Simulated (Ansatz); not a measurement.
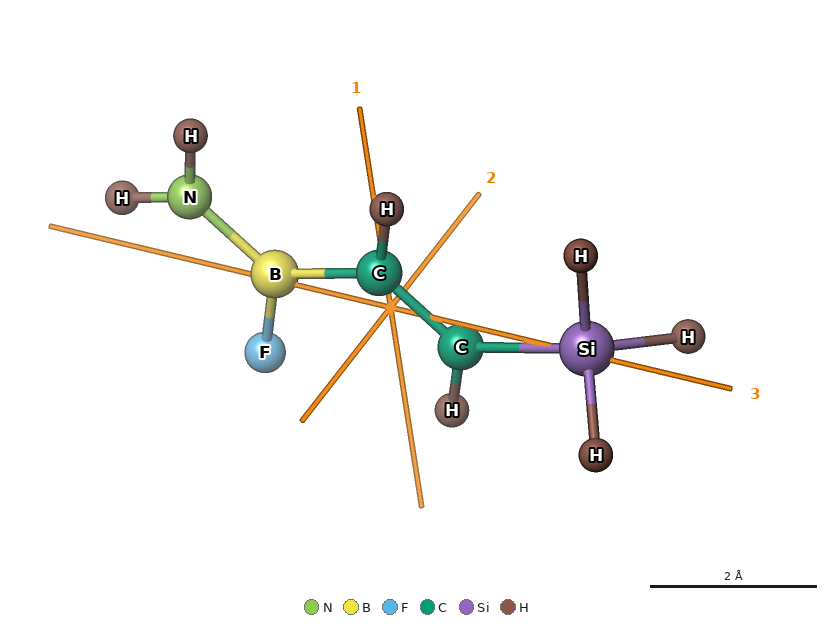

The three principal axes of inertia are drawn and numbered. Distant atoms are faded towards the background colour. The geometry was computed by an optimisation with PBE0-D4/def2-TZVP. No frequency run is at hand to confirm it as a minimum. Masses are those of the most abundant isotopes; constants are for the rigid equilibrium geometry.

> Which line is the a axis (least moment of inertia), which b and which c?

a is line 3, b is line 1, c is line 2; the moments are 62.7, 464, 521 u Å².

> Classify the rotor and give the rotational constants (cm⁻¹).

An asymmetric top (Cs): A = 0.269, B = 0.0363, C = 0.0324 cm⁻¹. Ray's parameter κ is −0.97, close to the prolate limit.
